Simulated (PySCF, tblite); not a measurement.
# C8H9ClSi: geometry, infrared bands and NMR shifts

Wanted: the infrared bands and NMR shifts of C8H9ClSi (`C#CC#C[C@@H](Cl)[C@H]1CC[SiH2]1`), by calculation.

Programs: tblite 0.8.0 and PySCF 2.14.0, with density-fitted response routines of our own. Each step states its level of theory. These are calculated values for one molecule in the gas phase, unless marked as measured. Atoms count from 0, in the outputs and in this text.

## 1. The molecule as given

19 atoms, charge 0, multiplicity 1; geometry from: force field or distance geometry start.

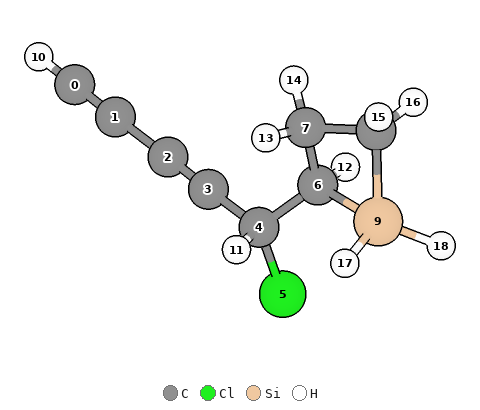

The starting geometry (carbon grey, chlorine green, silicon light orange, hydrogen white), atoms numbered; sticks join atoms by distance.

## 2. Optimising the geometry with GFN2-xTB

Job settings and geometry (Å):

```
{"job": {"kind": "relax", "xc": "GFN2-xTB", "basis": "xTB"}, "charge": 0, "multiplicity": 1}
C      5.098100     1.207800    -0.787900
C      3.941400     0.863300    -0.892400
C      2.489100     0.403000    -1.002100
C      1.335100     0.061900    -1.108100
C     -0.069400    -0.367900    -1.201700
Cl    -0.094900    -1.834900    -2.233900
C     -0.646200    -0.665200     0.157400
C     -0.803900     0.566200     1.141100
C     -2.084300     0.024200     1.852700
Si    -2.557600    -0.837900     0.242400
H      6.101600     1.519600    -0.704800
H     -0.642500     0.401900    -1.737100
H     -0.177600    -1.523700     0.669300
H     -0.959000     1.526500     0.626800
H      0.038900     0.716600     1.814800
H     -2.783200     0.799500     2.211600
H     -1.884900    -0.670300     2.670100
H     -3.251800     0.039100    -0.732800
H     -3.058800    -2.220500     0.395300
```

Command:

```bash
> OMP_NUM_THREADS=1 python probes_run.py task.json out
```

This one command runs all jobs of the session in turn.

Standard output:

```text
step      E/eV     max force
  0    -756.86880    4.035
  1    -757.12129    4.819
  2    -757.35848    2.031
  3    -757.45708    1.219
  4    -757.52243    0.446
  5    -757.53604    0.525
  6    -757.54941    1.617
  7    -757.56674    0.553
  8    -757.57486    0.346
  9    -757.58547    0.197
 10    -757.58952    0.149
 11    -757.59297    0.114
 12    -757.59493    0.110
 13    -757.59672    0.105
 14    -757.59853    0.113
 15    -757.60049    0.121
 16    -757.60236    0.111
 17    -757.60417    0.112
 18    -757.60606    0.125
 19    -757.60804    0.114
 20    -757.61004    0.099
 21    -757.61200    0.116
 22    -757.61394    0.116
 23    -757.61592    0.116
 24    -757.61793    0.115
 25    -757.62002    0.112
 26    -757.62247    0.143
 27    -757.62554    0.145
 28    -757.62889    0.150
 29    -757.63176    0.111
 30    -757.63386    0.101
 31    -757.63553    0.104
 32    -757.63703    0.096
 33    -757.63831    0.097
 34    -757.63934    0.079
 35    -757.64022    0.070
 36    -757.64110    0.078
 37    -757.64205    0.087
 38    -757.64311    0.090
 39    -757.64427    0.099
 40    -757.64562    0.110
 41    -757.64711    0.104
 42    -757.64843    0.086
 43    -757.64924    0.059
 44    -757.64962    0.052
 45    -757.64986    0.051
 46    -757.65009    0.049
 47    -757.65038    0.036
 48    -757.65061    0.036
 49    -757.65075    0.027
 50    -757.65091    0.027
 51    -757.65107    0.028
 52    -757.65122    0.030
 53    -757.65133    0.022
 54    -757.65141    0.023
 55    -757.65153    0.032
 56    -757.65169    0.040
 57    -757.65188    0.035
 58    -757.65200    0.022
 59    -757.65206    0.019
 60    -757.65211    0.016
 61    -757.65217    0.020
 62    -757.65223    0.017
 63    -757.65227    0.014
 64    -757.65230    0.014
 65    -757.65234    0.020
 66    -757.65239    0.022
 67    -757.65244    0.015
 68    -757.65247    0.010
 69    -757.65249    0.011
 70    -757.65252    0.017
 71    -757.65255    0.019
 72    -757.65258    0.014
 73    -757.65260    0.008
```

Wall time 0.64 s (1 thread of Arm Neoverse V2, shared host); peak memory 0.24 GiB.

Relaxation path: (not every step is listed)

```csv
step,energy from step 0 (eV),largest force (eV/Å)
0,0.0000,4.0346
1,-0.2525,4.8192
2,-0.4897,2.0311
3,-0.5883,1.2193
4,-0.6536,0.4458
5,-0.6672,0.5250
6,-0.6806,1.6174
7,-0.6979,0.5528
8,-0.7061,0.3460
14,-0.7297,0.1127
20,-0.7412,0.0986
26,-0.7537,0.1428
32,-0.7682,0.0964
38,-0.7743,0.0905
44,-0.7808,0.0520
50,-0.7821,0.0273
56,-0.7829,0.0404
62,-0.7834,0.0174
68,-0.7837,0.0105
69,-0.7837,0.0112
70,-0.7837,0.0169
71,-0.7838,0.0188
72,-0.7838,0.0137
73,-0.7838,0.0075
```

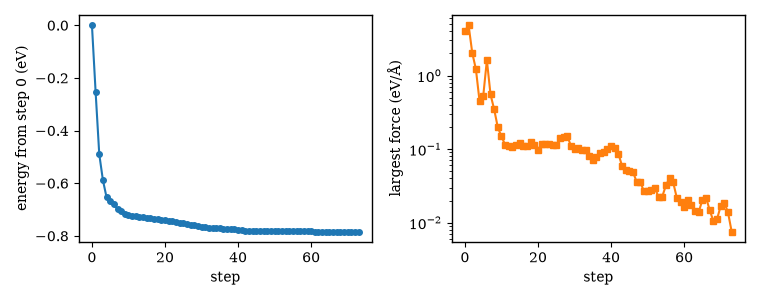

Energy and largest force along the relaxation.

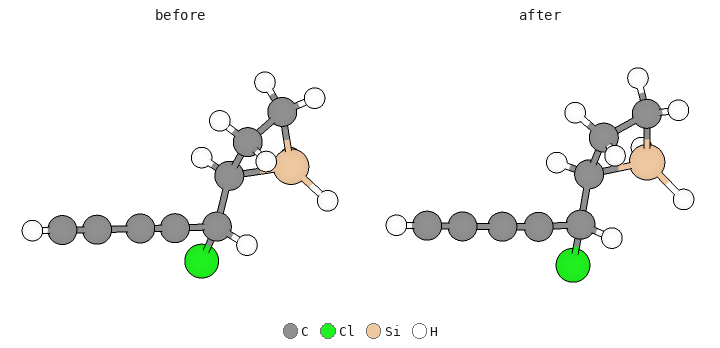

Before and after, at one scale.

Close pairs (by a distance rule), those that changed most:

```csv
bond,before (Å),after (Å),change (Å)
C1–C2,1.527,1.358,-0.170
C6–C7,1.584,1.545,-0.039
C3–C4,1.472,1.435,-0.036
C8–Si9,1.887,1.914,+0.027
C4–Cl5,1.794,1.818,+0.024
Si9–H17,1.484,1.462,-0.022
C7–C8,1.562,1.543,-0.019
Si9–H18,1.479,1.459,-0.019
```

The final coordinates are the input of the step that follows.

## 3. Infrared spectrum with GFN2-xTB

Job settings and geometry (Å):

```
{"job": {"kind": "ir", "xc": "GFN2-xTB", "basis": "xTB"}, "charge": 0, "multiplicity": 1}
C      4.941991     1.099751    -0.745062
C      3.783840     0.796618    -0.877836
C      2.476914     0.454352    -1.012393
C      1.304811     0.185473    -1.128644
C     -0.079668    -0.186596    -1.201707
Cl    -0.273427    -1.527807    -2.413677
C     -0.606294    -0.659240     0.141680
C     -0.702105     0.453347     1.209032
C     -2.123322     0.177823     1.741606
Si    -2.484249    -1.032006     0.302667
H      5.950346     1.364108    -0.635020
H     -0.678547     0.641358    -1.594373
H      0.030231    -1.475709     0.488966
H     -0.636724     1.439300     0.749146
H      0.074802     0.390056     1.969881
H     -2.738643     1.070064     1.827353
H     -2.104682    -0.292994     2.722240
H     -3.292209    -0.480841    -0.783777
H     -2.852867    -2.407806     0.620726
```

Standard output:

```text
mode    cm-1     km/mol
  1      34.8      0.13
  2      51.0      0.14
  3      59.0      0.22
  4      89.2      0.68
  5     124.9      0.34
  6     169.2      0.62
  7     197.6      0.14
  8     254.9      0.44
  9     313.8      0.13
 10     373.8      1.39
 11     379.5      3.53
 12     381.8      2.73
 13     401.5      8.82
 14     434.9     20.40
 15     480.5     14.90
 16     534.3     25.92
 17     619.2    220.48
 18     635.2     16.46
 19     639.3     13.17
 20     694.2     49.52
 21     700.7     11.18
 22     722.6    107.62
 23     753.6    118.64
 24     771.9     18.51
 25     792.8    155.13
 26     881.1     21.23
 27     979.6      4.91
 28    1027.4      1.38
 29    1073.6      3.13
 30    1107.7      9.51
 31    1132.3     16.71
 32    1173.3     14.36
 33    1182.3      4.81
 34    1204.4      3.45
 35    1218.0      6.43
 36    1238.4      4.13
 37    1279.5      1.06
 38    1318.8      5.23
 39    1472.0      1.42
 40    1498.4      1.01
 41    2216.9      0.71
 42    2277.9    310.80
 43    2297.1    280.37
 44    2336.8     10.14
 45    2903.5     10.70
 46    2961.0     18.59
 47    2985.8     17.24
 48    3003.4     28.99
 49    3009.0     69.29
 50    3019.3     28.70
 51    3405.0     12.46
```

It took 0.85 s on 1 thread of Arm Neoverse V2, shared host; peak memory 0.24 GiB.

The strongest bands and the atoms that carry them (share of the mass-weighted mode):

```csv
cm⁻¹,km/mol,atoms
619,220.5,"H17 51 %, H18 35 %"
694,49.5,"H16 22 %, C8 18 %, C4 13 %, Si9 10 %"
723,107.6,"Si9 17 %, C6 17 %, H15 15 %, C8 14 %"
754,118.6,"H17 39 %, H18 33 %"
793,155.1,"Si9 17 %, C4 16 %, C8 14 %, C6 11 %"
2278,310.8,H17 95 %
2297,280.4,H18 96 %
3009,69.3,"H16 51 %, H15 25 %"
```

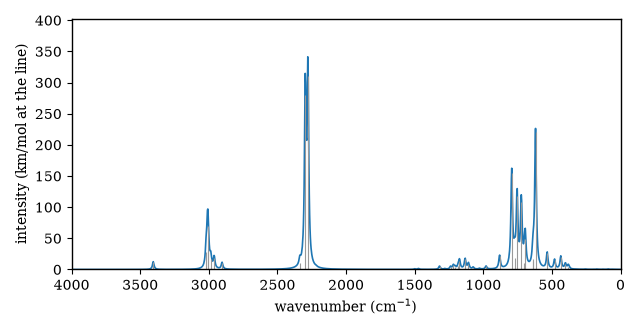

The infrared spectrum from these modes, unscaled. Lines are broadened to a width of 14 cm⁻¹ (Lorentzian).

## 4. Shielding tensors: PBE0/pcSseg-1

Same as in step 3 but for these lines:

```diff
@@ -1,2 +1,2 @@
-{"job": {"kind": "ir", "xc": "GFN2-xTB", "basis": "xTB"}, "charge": 0, "multiplicity": 1}
+{"job": {"kind": "nmr", "xc": "PBE0", "basis": "pcSseg-1"}, "charge": 0, "multiplicity": 1}
 C      4.941991     1.099751    -0.745062
```

With the program's defaults for keys left out, this is: GIAO PBE0/pcSseg-1 NMR shielding, non-relativistic, gas phase.

Standard output:

```text
coarse grid: 17520 points
cycle   1  E = -1058.9541732973  dE =  1.438e+00  |g| = 5.047e-01  |ddm| = 4.487e+00
cycle   2  E = -1058.9290221761  dE =  2.515e-02  |g| = 5.997e-01  |ddm| = 1.218e+00
cycle   3  E = -1059.0138188368  dE = -8.480e-02  |g| = 1.563e-01  |ddm| = 7.029e-01
cycle   4  E = -1059.0185759213  dE = -4.757e-03  |g| = 7.761e-02  |ddm| = 1.936e-01
cycle   5  E = -1059.0200635525  dE = -1.488e-03  |g| = 1.628e-02  |ddm| = 7.904e-02
cycle   6  E = -1059.0201281132  dE = -6.456e-05  |g| = 4.878e-03  |ddm| = 2.041e-02
cycle   7  E = -1059.0201318268  dE = -3.714e-06  |g| = 3.141e-03  |ddm| = 6.290e-03
final grid: 161688 points
cycle   8  E = -1059.0832939289  dE = -4.030e-05  |g| = 1.050e-02  |ddm| = 1.069e-01
cycle   9  E = -1059.0832274674  dE =  6.646e-05  |g| = 1.906e-02  |ddm| = 2.375e-02
cycle  10  E = -1059.0833186250  dE = -9.116e-05  |g| = 3.294e-03  |ddm| = 1.589e-02
cycle  11  E = -1059.0833213692  dE = -2.744e-06  |g| = 6.819e-04  |ddm| = 3.245e-03
cycle  12  E = -1059.0833214836  dE = -1.144e-07  |g| = 1.506e-04  |ddm| = 9.388e-04
cycle  13  E = -1059.0833214859  dE = -2.287e-09  |g| = 1.170e-04  |ddm| = 2.369e-04
cycle  14  E = -1059.0833214894  dE = -3.496e-09  |g| = 2.316e-05  |ddm| = 1.169e-04
cycle  15  E = -1059.0833214895  dE = -1.310e-10  |g| = 5.816e-06  |ddm| = 3.156e-05
converged SCF energy = -1059.0833214895

GIAO shielding tensors (ppm)
atom      isotropic    diamagn.    paramagn.     s11        s22        s33       span
  0 C      108.804     262.977    -154.173     33.130     37.448    255.834    222.703
  1 C      113.707     248.216    -134.509     23.735     24.523    292.863    269.129
  2 C      106.289     245.179    -138.890     38.290     44.281    236.296    198.006
  3 C      108.304     260.445    -152.142      3.486     10.167    311.258    307.772
  4 C      128.302     242.711    -114.409     98.359    128.387    158.162     59.804
  5 Cl     706.078    1146.058    -439.980    447.899    600.530   1069.806    621.907
  6 C      146.526     250.174    -103.648    111.224    154.634    173.721     62.497
  7 C      159.270     247.465     -88.195    142.155    154.614    181.041     38.886
  8 C      181.978     253.108     -71.129    166.735    177.300    201.899     35.164
  9 Si     378.265     879.918    -501.653    338.380    372.935    423.480     85.100
 10 H       30.104      34.175      -4.070     24.882     24.940     40.491     15.609
 11 H       27.246      28.939      -1.693     24.692     26.209     30.837      6.145
 12 H       29.159      31.363      -2.204     26.614     30.143     30.721      4.107
 13 H       29.847      31.798      -1.951     25.254     30.809     33.478      8.224
 14 H       29.128      31.085      -1.957     24.104     28.578     34.701     10.597
 15 H       30.443      28.876       1.567     26.045     27.272     38.011     11.966
 16 H       30.294      29.171       1.123     26.421     27.441     37.021     10.600
 17 H       27.054      28.794      -1.740     24.139     26.022     31.001      6.862
 18 H       26.913      28.672      -1.759     23.839     24.621     32.279      8.440
```

It took 49 s on 1 thread of Arm Neoverse V2, shared host; peak memory 1.2 GiB.

The references, computed at this level on geometries of the same kind, shield at (ppm): 1H TMS 31.72, 13C TMS 186.9, 29Si TMS 349.2, 35Cl HCl 950. Their shielding less the atom's gives the shift. The references are single molecules in the gas phase.

```csv
atoms,environment,σ (ppm),δ (ppm),δ scaled to CDCl3
C2,alkyne carbon,106.3,80.6,76.8
C3,alkyne carbon,108.3,78.6,74.8
C0,terminal alkyne carbon,108.8,78.1,74.3
C1,alkyne carbon,113.7,73.2,69.5
C4,propargylic sp3 CH bonded to Cl,128.3,58.6,55.3
C6,sp3 CH bonded to Si,146.5,40.4,37.5
C7,sp3 CH2 in a ring,159.3,27.7,25.1
C8,sp3 CH2 bonded to Si,182.0,4.9,2.9
H18,"hydrogen on a silicon bonded to 2 C, in a 4-membered ring",26.91,4.80,–
H17,"hydrogen on a silicon bonded to 2 C, in a 4-membered ring",27.05,4.66,–
H11,hydrogen on a propargylic sp3 CH bonded to Cl,27.25,4.47,4.32
H14,hydrogen on an sp3 CH2 in a ring,29.13,2.59,2.55
H12,hydrogen on an sp3 CH bonded to Si,29.16,2.56,2.52
H13,hydrogen on an sp3 CH2 in a ring,29.85,1.87,1.87
H10,hydrogen on a terminal alkyne carbon,30.10,1.61,1.63
H16,hydrogen on an sp3 CH2 bonded to Si,30.29,1.42,1.45
H15,hydrogen on an sp3 CH2 bonded to Si,30.44,1.27,1.31
Cl5,chlorine bonded to C,706,244,–
Si9,"silicon bonded to 2 C, 2 H, in a 4-membered ring",378.3,-29.1,–
```

The scaled column applies a straight-line fit of computed shieldings to shifts measured in CDCl3, with any fitted terms for Cl, Br or S neighbours (root-mean-square error 0.16 ppm for H, 1.9 ppm for C).

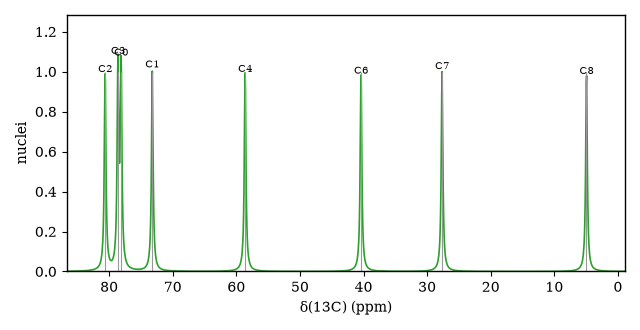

13C lines at the computed shifts, without couplings. Lines are broadened to a width of 0.30 ppm (Lorentzian).

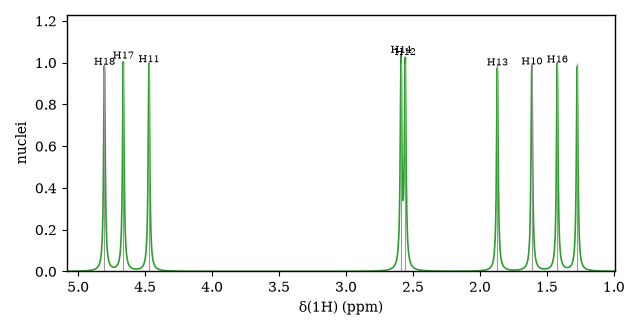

1H lines at the computed shifts, without couplings. Lines are broadened to a width of 0.01 ppm (Lorentzian).

The run also stored atomic charges by several schemes (e):

```csv
atoms,Mulliken,IAO,Hirshfeld,ESP fit
C0,-0.37,-0.19,-0.07,-0.42
C1,0.22,-0.03,-0.04,0.16
C2,0.07,-0.04,-0.04,-0.20
C3,0.11,-0.01,-0.02,0.23
C4,-0.30,-0.08,0.02,-0.58
Cl5,-0.09,-0.11,-0.06,-0.06
C6,-0.47,-0.37,-0.12,-0.04
C7,-0.15,-0.25,-0.07,-0.08
C8,-0.50,-0.54,-0.16,-0.26
Si9,0.67,0.73,0.34,0.35
```

Hirshfeld charges:

C0 -0.07; C1 -0.04; C2 -0.04; C3 -0.02; C4 0.02; Cl5 -0.06; C6 -0.12; C7 -0.07; C8 -0.16; Si9 0.34; H10 0.10; H11 0.06; H12 0.04; H13 0.04; H14 0.04; H15 0.04; H16 0.04; H17 -0.07; H18 -0.07

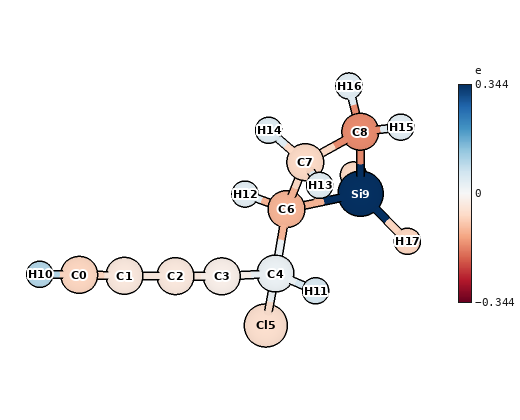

Hirshfeld charges, as colours on the atoms.

Mayer bond orders: C0–C1 2.25, C1–C2 0.96, C2–C3 2.13, C3–C4 1.01, C4–Cl5 1.06, C4–C6 0.98, C6–C7 0.96, C7–C8 1.00, C8–Si9 0.93, Si9–C6 0.86.

Ring of atoms C6, C7, C8, Si9: NICS(0) 0.4, NICS(1) -0.7, NICS(1)zz 5.3 ppm (means of both faces).

## 5. Results

| quantity | value |
| --- | --- |
| strongest single infrared mode (GFN2-xTB) | 2278 cm⁻¹, 311 km/mol |
| zero-point energy (GFN2-xTB) | 84.1 kcal/mol |
| 13C shifts against TMS (PBE0/pcSseg-1) | 80.6, 78.6, 78.1, 73.2, 58.6, 40.4, 27.7, 4.9 ppm |
| 1H shifts against TMS (PBE0/pcSseg-1) | 4.80, 4.66, 4.47, 2.59, 2.56, 1.87, 1.61, 1.42, 1.27 ppm |
| 35Cl shifts against HCl (PBE0/pcSseg-1) | 244 ppm |
| 29Si shifts against TMS (PBE0/pcSseg-1) | -29.1 ppm |

**Reading.** Relaxing lowered the energy by 0.784 eV in 73 steps; the close pair that moved most is C1–C2, from 1.527 to 1.358 Å. No mode is imaginary among the 51: a minimum at this level. The strongest single mode, at 2278 cm⁻¹, moves mainly H17. Unscaled tight-binding wavenumbers are off by several per cent, some by more. Its intensities can rank the bands wrongly. At PBE0/pcSseg-1: Shielding is most anisotropic at Cl5 (span 622 ppm, paramagnetic term -440 ppm).
